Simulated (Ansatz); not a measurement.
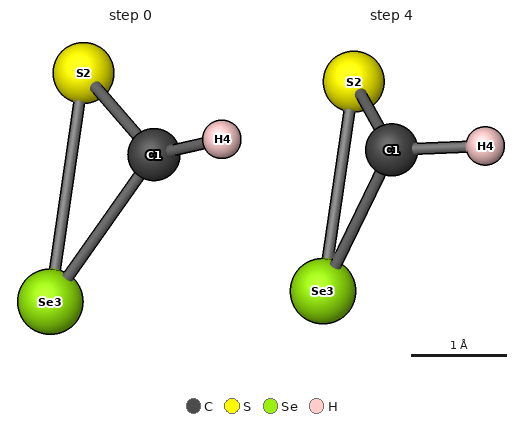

The structure of CHSSe (multiplicity 2) before (left) and after (right) a relaxation, at one scale.

Style: ball-and-stick. Shown from a free direction.

It is one of the separated reactants of a reaction.

These are results of UKS PBE-D4/def2-SVP in Ansatz 0.2.0, not measurements. (force threshold 0.03 eV/Å; at most 250 steps)

Describe what moved and what it gained.

After 4 geometry steps the energy has fallen by 74.0 kJ/mol. The largest force component goes from 3.7 to 0.028 eV/Å. C1 moves most after the best rigid fit: 0.27 Å. By element the largest moves are C 0.27 Å, H 0.22 Å, Se 0.17 Å, S 0.15 Å. Among the contacts that change: S2–Se3 2.513 → 2.306 Å, C1–Se3 2.080 → 1.904 Å, C1–S2 1.875 → 1.742 Å, C1–H4 1.099 → 1.104 Å. Bond angles that change, for instance: S2–C1–H4 141.6° → 126.0°, Se3–C1–H4 139.3° → 126.2°. The run took 15 s on 2 threads of Arm Neoverse V1, with other jobs on the host.
